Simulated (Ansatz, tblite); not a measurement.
# Si(OAc)2Me2 (C6H12O4Si): spin-state energies by level

Is the singlet the ground state of Si(OAc)2Me2 (C6H12O4Si)? Other spin states are computed and compared level by level.

Computed with Ansatz 0.2.0, Gaussian basis. Level: as each input shows.

Levels to be run: triplet, at the geometry of the singlet (GFN1-xTB, GFN2-xTB, PBE0-D4/def2-TZVP, PBE-D4/def2-TZVP, r2SCAN-D4/def2-TZVP); the singlet's energies come from earlier runs.

2 further runs of the same task are left out: 2 set aside as unsound or not needed. Runs told in other sessions of the task aren't counted.

**1. The relaxed structure**

The singlet was relaxed beforehand with r2SCAN-D4/def2-SVP.

23 atoms, charge 0, spin multiplicity 1.

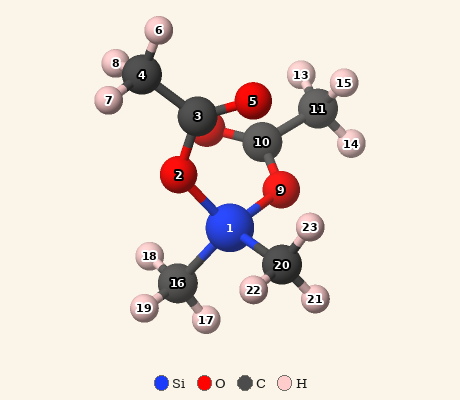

The geometry (silicon blue, oxygen red, carbon dark grey, hydrogen pink); atoms are numbered from 1 in the order of the file.

**2. Triplet at the fixed geometry, GFN1-xTB**

Tight binding, by tblite at 300 K electronic temperature and without a spin-polarisation term:

```python
tblite.interface.Calculator('GFN1-xTB', numbers, positions, charge=0, uhf=2).singlepoint()
```

Energy -1082.4725 eV; 0.021 s.

**3. Triplet at the fixed geometry, GFN2-xTB**

Tight binding, by tblite at 300 K electronic temperature and without a spin-polarisation term:

```python
tblite.interface.Calculator('GFN2-xTB', numbers, positions, charge=0, uhf=2).singlepoint()
```

Energy -1003.8236 eV; 0.019 s.

**4. Triplet at the fixed geometry, PBE0-D4/def2-TZVP**

Contents of in.yaml:

```yaml
crystal:
  periodic: [false, false, false]
  atoms:
    - {symbol: Si, position_ang: [-0.928458, -0.002358, -0.660909]}
    - {symbol: O, position_ang: [-0.944037, -0.207474, 1.033594]}
    - {symbol: C, position_ang: [-0.023248, -0.952230, 1.682494]}
    - {symbol: C, position_ang: [-0.100694, -0.768125, 3.168693]}
    - {symbol: O, position_ang: [0.775822, -1.650944, 1.101333]}
    - {symbol: H, position_ang: [0.559855, -1.481674, 3.674432]}
    - {symbol: H, position_ang: [-1.138265, -0.876963, 3.516029]}
    - {symbol: H, position_ang: [0.212664, 0.261936, 3.401915]}
    - {symbol: O, position_ang: [0.666875, 0.206716, -1.230794]}
    - {symbol: C, position_ang: [1.579083, 0.955867, -0.574774]}
    - {symbol: C, position_ang: [2.958444, 0.775532, -1.134482]}
    - {symbol: O, position_ang: [1.288932, 1.656853, 0.368041]}
    - {symbol: H, position_ang: [3.649682, 1.494143, -0.679481]}
    - {symbol: H, position_ang: [2.946024, 0.879129, -2.229061]}
    - {symbol: H, position_ang: [3.285966, -0.252042, -0.909998]}
    - {symbol: C, position_ang: [-1.923105, 1.530074, -0.959339]}
    - {symbol: H, position_ang: [-1.963112, 1.776791, -2.032039]}
    - {symbol: H, position_ang: [-1.464032, 2.374268, -0.422284]}
    - {symbol: H, position_ang: [-2.955779, 1.408886, -0.595458]}
    - {symbol: C, position_ang: [-1.530727, -1.539024, -1.499191]}
    - {symbol: H, position_ang: [-1.525792, -1.420371, -2.594373]}
    - {symbol: H, position_ang: [-2.556368, -1.788858, -1.184865]}
    - {symbol: H, position_ang: [-0.869729, -2.380140, -1.239474]}
basis:
  gaussian: {orbitals: def2-TZVP}
magnetization: {spin_polarized: true, initial_magnetization: 2}
hamiltonian: {xc: pbe0, dispersion: d4}
scf: {omitted_lower_state_checks: [starts]}
output: {orbitals: {seedname: orbitals}}
```

Command:

```bash
ansatz run in.yaml --threads 4 --pin off --events-out ev --progress --plain --max-ram 6963MiB
```

The log of the run:

```text
Functional definition: PBE0
  name "PBE0"
  cite "Adamo & Barone, J. Chem. Phys. 110, 6158 (1999) doi:10.1063/1.478522"
  cite "Perdew, Burke & Ernzerhof, Phys. Rev. Lett. 77, 3865 (1996) doi:10.1103/PhysRevLett.77.3865"
  parent pbe
  parameter a = 0.25
  parameter kappa = 0.804
  parameter beta = 0.06672455060314922
  exchange = (1 - a)*pbe_x(kappa = kappa, mu = beta*pi^2/3) + a*exact_x
  correlation = pbe_c(beta = beta)
these checks for a lower state are left out or cut short: starts
2480 factors; their error is unknown
mean field evaluation 1: about -22449.7004 eV, gradient 6.9e1 eV
mean field evaluation 2: about -22447.3368 eV, gradient 7.1e1 eV
mean field evaluation 4: about -22468.1119 eV, gradient 7.3e0 eV
mean field evaluation 8: about -22468.3875 eV, gradient 1.6e0 eV
mean field evaluation 16: about -22469.1936 eV, gradient 2.2e-1 eV
mean field -22469.23382002 eV, -825.7291126921 hartree, gradient 1.5e-5 eV, S^2 2.007110; 0 other end points of the search recorded, 0 dependent functions left out
reference -22469.23386658 eV, -825.7291144032 hartree; 48, 46 occupied and 371, 373 virtual orbitals, 2480 factors
Total energy: -22469.77877676 eV, -825.7491394828 hartree
Checks for a lower state left out: starts
```

Run time: 60 s. Hardware: 4 threads of Arm Neoverse V2, shared host; peak memory 2.4 GiB.

From the report: HOMO -2.76 eV, LUMO -5.00 eV (over both spins; with the spin held, an empty level of the minority spin lies below the top filled one); ⟨S²⟩ 2.007 (pure: 2.00).

**5. Triplet at the fixed geometry, PBE-D4/def2-TZVP**

start.molden holds the orbitals of an earlier run on this state, given as this run's starting guess.

in.yaml, as its differences from that of step 4:

```diff
@@ -27,5 +27,5 @@
 basis:
-  gaussian: {orbitals: def2-TZVP}
+  gaussian: {orbitals: def2-TZVP, initial_orbitals: start.molden}
 magnetization: {spin_polarized: true, initial_magnetization: 2}
-hamiltonian: {xc: pbe0, dispersion: d4}
+hamiltonian: {xc: pbe, dispersion: d4}
 scf: {omitted_lower_state_checks: [starts]}
```

Same command.

The log of the run:

```text
Functional definition: PBE
  name "PBE"
  cite "Perdew, Burke & Ernzerhof, Phys. Rev. Lett. 77, 3865 (1996) doi:10.1103/PhysRevLett.77.3865"
  parent pbe
  parameter kappa = 0.804
  parameter beta = 0.06672455060314922
  exchange = pbe_x(kappa = kappa, mu = beta*pi^2/3)
  correlation = pbe_c(beta = beta)
these checks for a lower state are left out or cut short: starts
2464 factors; their error is unknown
mean field evaluation 1: about -22467.5091 eV, gradient 1.1e1 eV
mean field evaluation 2: about -22467.8214 eV, gradient 4.7e-1 eV
mean field evaluation 4: about -22467.4616 eV, gradient 7.7e0 eV
mean field evaluation 8: about -22467.8247 eV, gradient 5.3e-1 eV
mean field evaluation 16: about -22467.8317 eV, gradient 2.4e-5 eV
mean field -22467.83172246 eV, -825.6775865572 hartree, gradient 2.9e-6 eV, S^2 2.004089; 0 other end points of the search recorded, 0 dependent functions left out
reference -22467.83178709 eV, -825.6775889323 hartree; 48, 46 occupied and 371, 373 virtual orbitals, 2464 factors
Total energy: -22468.46357123 eV, -825.7008065710 hartree
Checks for a lower state left out: starts
```

It took 43 s on 4 threads of Arm Neoverse V2, shared host; peak memory 2.6 GiB.

HOMO -1.34 eV, LUMO -6.37 eV (over both spins; with the spin held, an empty level of the minority spin lies below the top filled one); ⟨S²⟩ 2.004 (pure: 2.00).

**6. Triplet at the fixed geometry, r2SCAN-D4/def2-TZVP**

in.yaml, as its differences from that of step 5:

```diff
@@ -29,3 +29,3 @@
 magnetization: {spin_polarized: true, initial_magnetization: 2}
-hamiltonian: {xc: pbe, dispersion: d4}
+hamiltonian: {xc: r2scan, dispersion: d4}
 scf: {omitted_lower_state_checks: [starts]}
```

Same command.

The log of the run:

```text
Functional definition: r2SCAN
  name "r2SCAN"
  cite "Furness, Kaplan, Ning, Perdew & Sun, J. Phys. Chem. Lett. 11, 8208 (2020) doi:10.1021/acs.jpclett.0c02405"
  cite "Furness, Kaplan, Ning, Perdew & Sun, J. Phys. Chem. Lett. 11, 9248 (2020) doi:10.1021/acs.jpclett.0c03077"
  parent r2scan
  parameter k0 = 0.174
  parameter k1 = 0.065
  parameter a1 = 4.9479
  exchange = r2scan_x(k0 = k0, k1 = k1, a1 = a1)
  correlation = r2scan_c
these checks for a lower state are left out or cut short: starts
2464 factors; their error is unknown
mean field evaluation 1: about -22480.7730 eV, gradient 5.9e0 eV
mean field evaluation 2: about -22480.8637 eV, gradient 1.3e-1 eV
mean field evaluation 4: about -22480.8152 eV, gradient 1.6e-2 eV
mean field evaluation 8: about -22480.8152 eV, gradient 1.4e-5 eV
mean field -22480.81521846 eV, -826.1547212345 hartree, gradient 1.4e-5 eV, S^2 2.009366; 0 other end points of the search recorded, 0 dependent functions left out
reference -22480.81523920 eV, -826.1547219969 hartree; 48, 46 occupied and 371, 373 virtual orbitals, 2464 factors
Total energy: -22480.99628906 eV, -826.1613754562 hartree
Checks for a lower state left out: starts
```

Run time: 33 s. Hardware: 4 threads of Arm Neoverse V2, shared host; peak memory 1.2 GiB.

From the report: HOMO -1.71 eV, LUMO -5.96 eV (over both spins; with the spin held, an empty level of the minority spin lies below the top filled one); ⟨S²⟩ 2.009 (pure: 2.00).

**7. Triplet less singlet, vertical**

The singlet's energies are those of its earlier runs, whose logs aren't repeated here.

```
              level  triplet less singlet, vertical (kcal/mol)     time
           GFN1-xTB                                     +124.1  0.035 s
           GFN2-xTB                                     +113.8  0.029 s
   PBE-D4/def2-TZVP                                     +117.0     52 s
r2SCAN-D4/def2-TZVP                                     +116.4     46 s
  PBE0-D4/def2-TZVP                                     +118.1     75 s
```

Times add the two runs; a level without a time comes out of a correlated run. Tight binding without a spin term can't rank spin states.

**8. What came out**

```
                                                quantity                                            value
triplet less singlet, vertical, functionals in def2-TZVP  +116.4 (r2SCAN-D4) to +118.1 kcal/mol (PBE0-D4)
```

All functionals put the triplet above the singlet, over a spread of 1.7 kcal/mol. The checks for a lower triplet were left out, so another state of that spin may lie lower. These are electronic energies, without zero-point motion, entropy or surroundings.
